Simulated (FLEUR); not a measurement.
# Magnetic state of TiClO from several starts, part 2 of 2

Aim: find out whether TiClO carries moments, and which collinear order costs least.

FLEUR MaX-R8.1; PBEsol with U = 3.9 eV, J = 0.9 eV on Ti d; all-electron FLAPW, Dirac cores, scalar-relativistic bands.

So far. Step 2 (Order 1, typed as ferro ++): After 30 cycles the largest moment stands at 0.865 μB.

The database entry behind the starting cell differs from later determinations by our own check (old inner coordinates), so it need not match the best structure at ambient conditions.

### Step 3. Run 2 (antiferro +-)

Reversing part of the moments tests the sign of the couplings between them.

Contents of inp.xml:

```
<?xml version="1.0" encoding="UTF-8" standalone="no"?>
<fleurInput fleurInputVersion="0.39">
   <comment>
      TiClO
   </comment>
   <calculationSetup>
      <cutoffs Kmax="4.4" Gmax="13.2" GmaxXC="13.2" numbands="0"/>
      <scfLoop itmax="130" minDistance="0.0001" maxIterBroyd="15" imix="Anderson" alpha="0.05" precondParam="0.0" spinf="2.0" sdNocoIR="T"/>
      <coreElectrons ctail="T" frcor="F" kcrel="0" coretail_lmax="0"/>
      <xcFunctional name="PBEs" relativisticCorrections="F"/>
      <magnetism jspins="2"/>
      <soc l_soc="F" theta="0.0" phi="0.0" spav="F"/>
      <expertModes spex="0" secvar="F"/>
      <geometryOptimization l_f="F" forcealpha="1.0" forcemix="BFGS" epsdisp="0.00001" epsforce="0.00001"/>
      <ldaU l_linMix="F" mixParam="0.05" spinf="1.0"/>
   </calculationSetup>
   <cell>
      <bzIntegration valenceElectrons="50.0" mode="hist" fermiSmearingEnergy="0.00293995">
         <kPointListSelection listName="default-1"/>
         <xi:include xmlns:xi="http://www.w3.org/2001/XInclude" href="kpts.xml"> </xi:include>
      </bzIntegration>
      <xi:include xmlns:xi="http://www.w3.org/2001/XInclude" href="sym.xml"> </xi:include>
      <bulkLattice scale="1.0">
         <bravaisMatrix>
            <row-1>    6.3872743011479995     0.0000000000000000     0.0000000000000000</row-1>
            <row-2>    0.0000000000000000     7.1620620122339993     0.0000000000000000</row-2>
            <row-3>    0.0000000000000000     0.0000000000000000    15.1745007805379988</row-3>
         </bravaisMatrix>
      </bulkLattice>
   </cell>
   <atomSpecies>
      <species name="Titanium (1.002" element="Ti" atomicNumber="22">
         <mtSphere radius="2.29" gridPoints="757" logIncrement="0.016"/>
         <atomicCutoffs lmax="8" lnonsphr="6"/>
         <electronConfig flipSpins="F">
            <coreConfig>(1s1/2) (2s1/2) (2p1/2) (2p3/2)</coreConfig>
            <valenceConfig>(3s1/2) (3p1/2) (3p3/2) (4s1/2) (3d3/2) (3d5/2)</valenceConfig>
            <stateOccupation state="(3d3/2)" spinUp="0.4" spinDown="0.4"/>
            <stateOccupation state="(3d5/2)" spinUp="1.101" spinDown="0.099"/>
         </electronConfig>
         <energyParameters s="4" p="4" d="3" f="4"/>
         <ldaU l="2" U="3.9" J="0.9" l_amf="F"/>
         <lo type="SCLO" l="0" n="3" eDeriv="0"/>
         <lo type="SCLO" l="1" n="3" eDeriv="0"/>
      </species>
      <species name="Titanium (-1.002" element="Ti" atomicNumber="22">
         <mtSphere radius="2.29" gridPoints="757" logIncrement="0.016"/>
         <atomicCutoffs lmax="8" lnonsphr="6"/>
         <electronConfig flipSpins="F">
            <coreConfig>(1s1/2) (2s1/2) (2p1/2) (2p3/2)</coreConfig>
            <valenceConfig>(3s1/2) (3p1/2) (3p3/2) (4s1/2) (3d3/2) (3d5/2)</valenceConfig>
            <stateOccupation state="(3d3/2)" spinUp="0.4" spinDown="0.4"/>
            <stateOccupation state="(3d5/2)" spinUp="0.099" spinDown="1.101"/>
         </electronConfig>
         <energyParameters s="4" p="4" d="3" f="4"/>
         <ldaU l="2" U="3.9" J="0.9" l_amf="F"/>
         <lo type="SCLO" l="0" n="3" eDeriv="0"/>
         <lo type="SCLO" l="1" n="3" eDeriv="0"/>
      </species>
      <species name="Chlorine (Cl)" element="Cl" atomicNumber="17">
         <mtSphere radius="1.98" gridPoints="655" logIncrement="0.018"/>
         <atomicCutoffs lmax="8" lnonsphr="6"/>
         <electronConfig flipSpins="F">
            <coreConfig>(1s1/2) (2s1/2) (2p1/2) (2p3/2)</coreConfig>
            <valenceConfig>(3s1/2) (3p1/2) (3p3/2)</valenceConfig>
            <stateOccupation state="(3p1/2)" spinUp="0.833333" spinDown="0.833333"/>
            <stateOccupation state="(3p3/2)" spinUp="1.666667" spinDown="1.666667"/>
         </electronConfig>
         <energyParameters s="3" p="3" d="3" f="4"/>
      </species>
      <species name="Oxygen (O)" element="O" atomicNumber="8">
         <mtSphere radius="1.3" gridPoints="431" logIncrement="0.024"/>
         <atomicCutoffs lmax="6" lnonsphr="4"/>
         <electronConfig flipSpins="F">
            <coreConfig>(1s1/2)</coreConfig>
            <valenceConfig>(2s1/2) (2p1/2) (2p3/2)</valenceConfig>
            <stateOccupation state="(2p1/2)" spinUp="0.666667" spinDown="0.666667"/>
            <stateOccupation state="(2p3/2)" spinUp="1.333333" spinDown="1.333333"/>
         </electronConfig>
         <energyParameters s="2" p="2" d="3" f="4"/>
      </species>
   </atomSpecies>
   <atomGroups>
      <atomGroup species="Titanium (1.002">
         <relPos label="                   1">.0000000000 1.000/2.000 .1220000000</relPos>
         <force calculate="T" relaxXYZ="TTT"/>
      </atomGroup>
      <atomGroup species="Titanium (-1.002">
         <relPos label="                   2">1.000/2.000 .0000000000 -.1220000000</relPos>
         <force calculate="T" relaxXYZ="TTT"/>
      </atomGroup>
      <atomGroup species="Chlorine (Cl)">
         <relPos label="                   3">1.000/2.000 1.000/2.000 8.000/25.000</relPos>
         <force calculate="T" relaxXYZ="TTT"/>
      </atomGroup>
      <atomGroup species="Chlorine (Cl)">
         <relPos label="                   4">.0000000000 .0000000000 -8.000/25.000</relPos>
         <force calculate="T" relaxXYZ="TTT"/>
      </atomGroup>
      <atomGroup species="Oxygen (O)">
         <relPos label="                   5">1.000/2.000 1.000/2.000 -.0650000000</relPos>
         <force calculate="T" relaxXYZ="TTT"/>
      </atomGroup>
      <atomGroup species="Oxygen (O)">
         <relPos label="                   6">.0000000000 .0000000000 .0650000000</relPos>
         <force calculate="T" relaxXYZ="TTT"/>
      </atomGroup>
   </atomGroups>
   <output dos="F" band="F" slice="F">
      <bandDOS minEnergy="-.5*Htr" maxEnergy="0.5*Htr" sigma="0.015" storeEVData="T"/>
      <plotting iplot="0" polar="F">
         <plot TwoD="T" vec1="  1.0  0.0  0.0" vec2="  0.0  1.0  0.0" vec3="  0.0  0.0  1.0" zero="  0.0  0.0  0.0" file="plot"/>
      </plotting>
      <moessbauerParams electricFieldGradient="F" isomerShift="F" coreHyperfine="F" valenceHyperfine="F"/>
   </output>
</fleurInput>
```

Contents of crystal.txt:

```
TiClO
&input film=F cartesian=F /
3.38000000000  0.00000000000  0.00000000000
0.00000000000  3.79000000000  0.00000000000
0.00000000000  0.00000000000  8.03000000000
1.8897261246
1.0 1.0 1.0

6
22 0.00000000000  0.50000000000  0.12200000000 : 1.002
22 0.50000000000  0.00000000000  0.87800000000 : -1.002
17 0.50000000000  0.50000000000  0.32000000000
17 0.00000000000  0.00000000000  0.68000000000
8 0.50000000000  0.50000000000  0.93500000000
8 0.00000000000  0.00000000000  0.06500000000

&kpt div1=6 div2=6 div3=6 gamma=T /
```

On the command line:

```bash
$ OMP_NUM_THREADS=1 inpgen -f crystal.txt > inpgen.log  # inp.xml is then edited as shown
$ OMP_NUM_THREADS=1 mpirun -n 4 fleur_MPI > fleur.log
```

The program printed:

```text
[banner, memory and clock lines left out]
Welcome to FLEUR        (www.flapw.de)
      MaX-Release 8.1          (www.max-centre.eu)

 ========== k-point set info ==========
 Selected k-point list: default-1
 k-point list type: mesh
 6 x 6 x 6
 Number of k points: 64

 ------------Calculation Setup---------------------------
 Number of PE/node        :            4
 Number of OMP-threads    :            1
 k-points in parallel     :            4
 pe's per k-point         :            1
 No of k-point loops      :           16
 Eigenvalue solver        :       lapack
 Number of basis functions:         1050
 Approximate size of matrices (H+S) per k-point:         0.033 GB
 no density matrix found ... skipping LDA+U
 Reset of history
 Iteration:     1   Distance:      17.32056090 me/bohr^3
 Iteration:     2   Distance:      16.05606106 me/bohr^3
 Iteration:     3   Distance:      13.77914950 me/bohr^3
 Iteration:     4   Distance:       7.31875985 me/bohr^3
 Iteration:     5   Distance:       7.96776704 me/bohr^3
 Iteration:     6   Distance:       5.24337889 me/bohr^3
 Iteration:     7   Distance:       4.56898803 me/bohr^3
 Iteration:     8   Distance:       5.06784122 me/bohr^3
 Iteration:     9   Distance:       4.24265249 me/bohr^3
 Iteration:    10   Distance:       4.21758433 me/bohr^3
[... 26 iterations left out ...]
 Iteration:    37   Distance:       0.01785708 me/bohr^3
 Iteration:    38   Distance:       0.00877210 me/bohr^3
 Iteration:    39   Distance:       0.00275062 me/bohr^3
 Iteration:    40   Distance:       0.00297773 me/bohr^3
 Iteration:    41   Distance:       0.00094605 me/bohr^3
 Iteration:    42   Distance:       0.00048540 me/bohr^3
 Iteration:    43   Distance:       0.00040339 me/bohr^3
 Iteration:    44   Distance:       0.00016096 me/bohr^3
 Iteration:    45   Distance:       0.00014465 me/bohr^3
 Iteration:    46   Distance:       0.00007822 me/bohr^3

 ********************************************************************
 Run finished successfully
 Stop message:
   all done
 ********************************************************************

--- out.xml (last complete iteration) ---
<iteration numberForCurrentRun="   46" overallNumber="   46">
         [... left out ...]
         <bandgap value="1.3237579059" units="eV"/>
         <sumValenceSingleParticleEnergies value="-22.5825488714" units="Htr"/>
         <FermiEnergy value="0.1958845673" units="Htr"/>
         <valenceDensity>
            <mtCharges spin="1">
               <mtCharge atomType="1" total="5.5220957" s="1.0867976" p="3.0837789" d="1.3032760" f="0.0362178"/>
               <mtCharge atomType="2" total="4.6638919" s="1.0803362" p="3.0783755" d="0.4569189" f="0.0358220"/>
               <mtCharge atomType="3" total="2.5325132" s="0.7803242" p="1.7339332" d="0.0158736" f="0.0018726"/>
               <mtCharge atomType="4" total="2.5211514" s="0.7807112" p="1.7314710" d="0.0079696" f="0.0007549"/>
               <mtCharge atomType="5" total="2.0715571" s="0.6395302" p="1.4304816" d="0.0013173" f="0.0001978"/>
               <mtCharge atomType="6" total="2.0471326" s="0.6384137" p="1.4073090" d="0.0011870" f="0.0001911"/>
            </mtCharges>
            <mtCharges spin="2">
               <mtCharge atomType="1" total="4.6638918" s="1.0803362" p="3.0783755" d="0.4569186" f="0.0358220"/>
               <mtCharge atomType="2" total="5.5220951" s="1.0867975" p="3.0837787" d="1.3032757" f="0.0362178"/>
               <mtCharge atomType="3" total="2.5211512" s="0.7807112" p="1.7314707" d="0.0079696" f="0.0007550"/>
               <mtCharge atomType="4" total="2.5325138" s="0.7803241" p="1.7339340" d="0.0158735" f="0.0018725"/>
               <mtCharge atomType="5" total="2.0471339" s="0.6384135" p="1.4073105" d="0.0011870" f="0.0001911"/>
               <mtCharge atomType="6" total="2.0715579" s="0.6395302" p="1.4304824" d="0.0013172" f="0.0001978"/>
            </mtCharges>
            <spinDependentCharge spin="1" total="25.0000000" interstitial="5.6416580" mtSpheres="19.3583420"/>
            <spinDependentCharge spin="2" total="25.0000000" interstitial="5.6416562" mtSpheres="19.3583438"/>
            <totalCharge value="50.0000000000"/>
         </valenceDensity>
         [... left out ...]
         <magneticMomentsInMTSpheres units="muBohr">
            <globalMagMoment atomType="1" vec="0.00000   0.00000   0.85820"/>
            <localMagMoment atomType="1" vec="0.00000   0.00000   0.85820"/>
            <globalMagMoment atomType="2" vec="0.00000   0.00000  -0.85820"/>
            <localMagMoment atomType="2" vec="0.00000   0.00000  -0.85820"/>
            <globalMagMoment atomType="3" vec="0.00000   0.00000   0.01136"/>
            <localMagMoment atomType="3" vec="0.00000   0.00000   0.01136"/>
            <globalMagMoment atomType="4" vec="0.00000   0.00000  -0.01136"/>
            <localMagMoment atomType="4" vec="0.00000   0.00000  -0.01136"/>
            <globalMagMoment atomType="5" vec="0.00000   0.00000   0.02442"/>
            <localMagMoment atomType="5" vec="0.00000   0.00000   0.02442"/>
            <globalMagMoment atomType="6" vec="0.00000   0.00000  -0.02443"/>
            <localMagMoment atomType="6" vec="0.00000   0.00000  -0.02443"/>
         </magneticMomentsInMTSpheres>
         [... left out ...]
         <totalEnergy value="    -2777.5972376939" units="Htr">
            <sumOfEigenvalues value="    -1594.6166901907">
               <coreElectrons value="-1572.0341413193"/>
               <valenceElectrons value="-22.5825488714"/>
            </sumOfEigenvalues>
            <densityCoulombPotentialIntegral value="-4191.2504974790"/>
            <densityEffectivePotentialIntegral value="-4392.5722298785"/>
            <chargeDenXCDenIntegral value="-154.0921123277"/>
            <FockExchangeEnergyValence value="0.0000000000"/>
            <FockExchangeEnergyCore value="0.0000000000"/>
         [... left out ...]
            <dftUCorrection value="-0.0956976241"/>
            <tkbTimesEntropy value="0.0000000000"/>
            <freeEnergy value="-2777.5972376939"/>
            <extrapolationTo0K value="-2777.5972376939"/>
         </totalEnergy>
         [... left out ...]
         <ldaUDensityMatrixConvergence>
            <distance spin="1" distance="0.000005"/>
            <distance spin="2" distance="0.000005"/>
         </ldaUDensityMatrixConvergence>
         <densityConvergence units="me/bohr^3">
            <chargeDensity spin="1" distance="0.0000513987"/>
            <chargeDensity spin="2" distance="0.0000506695"/>
            <overallChargeDensity distance="0.0000782182"/>
            <spinDensity distance="0.0000655772"/>
         </densityConvergence>
      </iteration>
```

The job ended after 18 min (4 MPI ranks of AMD EPYC 7R43, shared host; peak memory 0.68 GiB).

Spin moment in the muffin-tin sphere by atom:

```
atom  spin moment in the muffin-tin sphere (μB)
 Ti1                                      0.858
 Ti2                                     -0.858
 Cl3                                      0.011
 Cl4                                     -0.011
  O5                                      0.024
  O6                                     -0.024
```

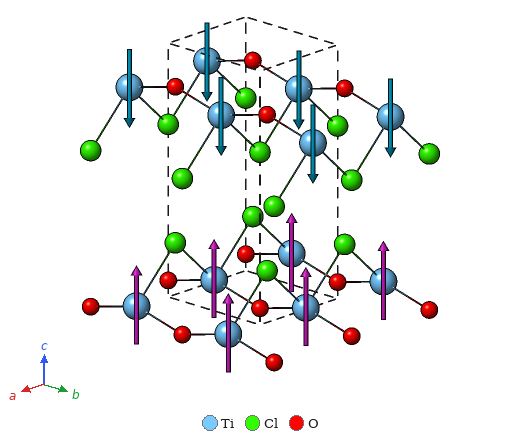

Spin moment in the muffin-tin sphere as arrows, the longest 0.858 μB. Up and down stand for the sign. Arrows give size and sign along the axis of quantisation, drawn up and down the page. The two directions have two colours. 2×2×1 cells are drawn. Some periodic images of atoms are drawn too.

Numbers from this step:

```
free energy                                                       : -75582.2713 eV
program's band gap on this mesh (in a metal only a level spacing) : 1.324 eV
magnetization                                                     : 0 μB
final state                                                       : antiferromagnetic
```

It lies 0.958 meV a seeded atom under the first start, and its largest moment is 0.858 μB against 0.865 μB.

### Step 4. Ranking

Free energies are divided by the number of seeded atoms.

Orders:

```
       start        final state  typed order kept  energy over the lowest (meV a seeded atom)  largest sphere moment (μB)  net moment (μB a primitive cell)  mesh matched  CPU time (s)
    ferro ++      ferromagnetic               yes                                      0.9578                       0.865                                 2           yes          1371
antiferro +-  antiferromagnetic               yes                                           0                      0.8582                                 0           yes          4270
```

### Step 5. What came out

| Quantity | Value |
| --- | --- |
| lowest state found | antiferromagnetic (typed antiferro +-) |
| largest site spin moment | 0.858 μB |
| next finished state | ferromagnetic, 0.958 meV a seeded atom higher |

In words: The lowest state found is antiferromagnetic, reached from the start antiferro +-, with moments up to 0.858 μB. The two lowest states lie so close that the mesh, the functional or spin–orbit coupling could swap them. Only 2 starts were tried; other patterns of signs, canted and longer-period orders were not.

[Logs and program files are shortened in this print: banners, set-up blocks, solver, clock and traceback lines can be left out without a mark of their own.]

[Logs are printed without paths, hosts, clocks, repeated set-up lines and the standing remarks that a program may print on its own settings, such as how far it seeks lower states.]

[Hosts, paths, dates, database ids (printed as entryN), source tags and the programs' standing remarks are cut or masked in the printed files.]

[Where a cell is said to come from a database of computed structures, the database is the Materials Project.]
